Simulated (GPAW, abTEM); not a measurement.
# Does bonding show in the electron microscope? SnS2 monolayer, P on a S site

Question: image and diffraction simulations usually add up neutral spherical atoms. How large is the error for a SnS2 monolayer, P on a S site, in scanning-probe images and phase-contrast images?

The sheet lies in the middle of a cell with vacuum above and below. All numbers are calculated.

### 1. Relax the structure

The density hangs on the geometry, so the atoms are relaxed first, from slightly displaced sites so that no symmetry traps them, in the host's fixed cell.

Settings: GPAW 26.7.0, PBE, 400 eV, 1×1×1 k-points, Fermi–Dirac width 0.05 eV, spin-polarised, BFGS to 0.05 eV/Å.

```console
$ OMP_NUM_THREADS=1 mpirun -n 4 gpaw python run.py > gpaw.log
```

```text
BFGS:    0     -156.751530        0.554435
BFGS:    1     -156.800397        0.418022
BFGS:    2     -156.901051        0.208039
BFGS:    3     -156.908497        0.194873
...
BFGS:   11     -156.953748        0.066098
BFGS:   12     -156.954810        0.057429
BFGS:   13     -156.955278        0.042488
cell  11.1000 12.8172 12.1600  90.00 90.00 90.00
```

After 13 steps the energy has changed by -0.204 eV; the last force printed is 0.042 eV/Å. It took 24 min on 4 cores of Arm Neoverse N1 (shared host), peak memory 2.2 GiB.

Shortest distances after relaxation: S–Sn 2.541 Å, P–Sn 2.572 Å, P–S 3.540 Å, S–S 3.623 Å.

### 2. The all-electron density

Fast electrons feel the potential of the nuclei and of all the electrons, so the PAW density is rebuilt with its core regions. Subtracting spherical free atoms from the same code cancels the cores and leaves the deformation density Δρ, the part due to bonding.

Settings: PBE, 500 eV, 1×1×1 k-points, Fermi–Dirac width 0.05 eV, spin-polarised; supercell of 36 atoms.

```console
$ OMP_NUM_THREADS=1 mpirun -n 4 gpaw python run.py > gpaw.log
```

```text
|iter:   1|       0s | -163.195110 | +0.31 |       |  +3.5786|
|iter:   2|      13s | -162.604876 | -1.00 | -1.05 |  +3.4236|
|iter:   3|      25s | -159.449156 | -1.29 | -1.11 |  +2.3259|
...
|iter:  14|     160s | -158.556807c| -6.76 | -4.27c|  +0.9925|
|iter:  15|     172s | -158.556838c| -7.12 | -4.49c|  +0.9924|
|iter:  16|     180s | -158.556837c| -7.69c| -4.82c|  +0.9920|
```

```text
grid (120, 140, 126)  electrons 983.000  moved by bonding 8.357 e
deformation density beyond 0.5 A of the nuclei: max 0.147, min -0.110 e/A^3
```

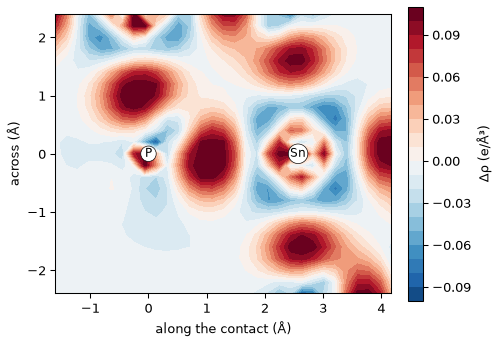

Deformation density in a plane through the shortest contact of the P atom at the origin; red gains electrons, blue loses them.

Along the shortest contact from the P atom at the map's origin, P–Sn at 2.57 Å, Δρ is +0.12 e/Å³ at the midpoint and highest, +0.14, 1.02 Å from P (points within 0.5 Å of a nucleus left out): a bond charge, the mark of covalency, pulled towards P. At the midpoints of other shortest contacts it is +0.10 (Sn–S, 2.54 Å) e/Å³. Point values carry grid noise of about 0.01 e/Å³. The cell's moment is 0.99 μB; the largest inside an atomic sphere is 0.24 μB. The run needed 16 iterations, 4.5 min.

Atoms whose charge stands out: P36 -0.070, Sn7 +0.343, Sn11 +0.345, Sn8 +0.346, S31 -0.178, S16 -0.179 e; averages by element: Sn +0.368, S -0.189, P -0.070 e.

### 3. Scanning probe: integrated centre of mass and ABF

The integrated centre-of-mass signal follows the projected potential of a thin sample, so it responds to any shift of charge; annular bright field is given beside it. The probe is focused on the sheet.

Settings: abTEM 1.0.9, 60 kV, 2×1×1 cells, grid 160×92, 12 slices, atoms at rest, semi-angle 30 mrad, ABF 15–30 mrad, Gaussian source blur σ = 0.25 Å; iCOM in arbitrary units. Columns, named by their atoms per repeat: P (5.56, 7.49), S_1st (7.41, 8.55), S_2nd (9.27, 7.49), S_3rd (5.54, 11.75), Sn_far (11.10, 12.81), S_far (11.10, 2.14), void (0.56, 9.61) Å; 'void' is a point in the widest open channel, away from the defect; 1st, 2nd and so on count shells round it.

| column | iCOM − void, atoms | bonded | change (%) | ABF, atoms (%) | bonded (%) |
| --- | --- | --- | --- | --- | --- |
| P | 0.0113 | 0.0117 | +3.2 | 73.77 | 73.76 |
| S_1st | 0.0123 | 0.0123 | -0.6 | 73.91 | 73.91 |
| S_2nd | 0.0121 | 0.0119 | -1.8 | 73.66 | 73.67 |
| S_3rd | 0.0122 | 0.0120 | -1.4 | 73.94 | 73.94 |
| Sn_far | 0.0290 | 0.0297 | +2.3 | 69.93 | 69.89 |
| S_far | 0.0122 | 0.0120 | -1.8 | 73.94 | 73.94 |

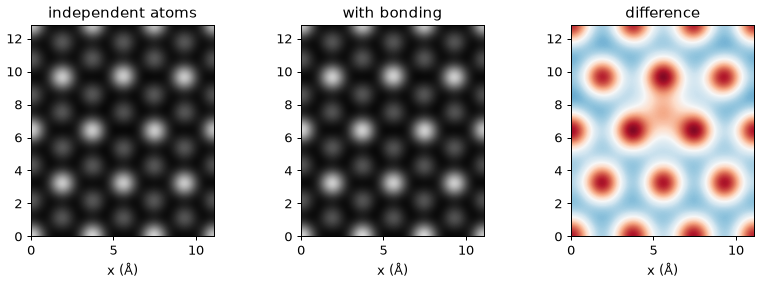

iCOM images: the first two share a grey scale; the difference (red positive) reaches 2 % of the image's range.

Against the void, S_2nd changes by -1.8 % and P by +3.2 %. Screening by site charges alone doesn't account for these signs and sizes; the redistribution between atoms, bonds and voids matters as well. At these points the largest ABF change is 0.048 % of the beam. Time: 32 s.

### 4. Phase-contrast images through focus

Defocus sets how strongly, and with which sign, the lens passes each spatial frequency; bonding changes the potential mostly at the lowest ones. Defocus counts from the exit plane, 5.9 Å below the sheet's middle.

Settings: abTEM 1.0.9, 60 kV, 1×1×1 cells, grid 139×161, 12 slices, atoms at rest, Cs -8 μm, focal spread 40 Å, aperture 35 mrad; positive defocus is underfocus. Intensity relative to vacuum, independent atoms / with bonding. Columns, named by their atoms per repeat: P (5.56, 7.49), S_1st (7.41, 8.55), S_2nd (9.27, 7.49), S_3rd (5.54, 11.75), Sn_far (11.10, 12.81), S_far (11.10, 2.14), void (0.56, 9.61) Å; 'void' is a point in the widest open channel, away from the defect; 1st, 2nd and so on count shells round it.

```
defocus (Å)              P          S_1st          S_2nd          S_3rd         Sn_far           void
       -200  1.140 / 1.141  1.120 / 1.119  1.154 / 1.152  1.139 / 1.138  1.285 / 1.290  0.876 / 0.875
       -130  0.743 / 0.741  0.743 / 0.738  0.734 / 0.728  0.737 / 0.733  0.915 / 0.924  1.068 / 1.068
        -40  1.092 / 1.093  1.104 / 1.102  1.082 / 1.080  1.097 / 1.094  1.155 / 1.161  0.924 / 0.924
        130  0.934 / 0.936  0.924 / 0.929  0.924 / 0.928  0.907 / 0.910  0.776 / 0.767  1.062 / 1.063
        200  1.114 / 1.112  1.099 / 1.099  1.097 / 1.098  1.092 / 1.092  1.156 / 1.158  0.918 / 0.917
```

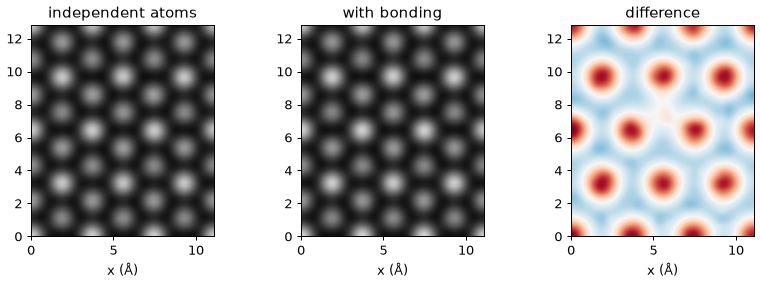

Images at -40 Å defocus: the first two share a grey scale; the difference (red positive) reaches 3 % of the image's range.

The largest change at any listed point, and its share of that image's contrast range (maximum minus minimum): 0.005 (1 %) at -200 Å, 0.009 (2 %) at -130 Å, 0.006 (3 %) at -40 Å, 0.009 (3 %) at 130 Å, 0.002 (1 %) at 200 Å.

### 5. Answer

Putting the DFT potential in place of independent atoms changes iCOM column contrast by -1.8 to +3.2 % and phase contrast by up to 3 % of its range. The bond at the defect, P–Sn, has Δρ = +0.12 e/Å³ at its midpoint, a covalent bond charge. Limits: the bonding term is static and added to Lobato atoms; no inelastic scattering; a small supercell, so defects interact, no magnetic field; a ferromagnetic start is the only order tried, and the real ground state may be antiferromagnetic or insulating.

[Outputs are excerpts: Python notices, other lines and further rows are left out; steps that failed or that the build refused (PBEsol, TPSS) are not shown.]

[Logs are printed without paths, hosts, clocks, repeated set-up lines and the standing remarks that a program may print on its own settings, such as how far it seeks lower states.]
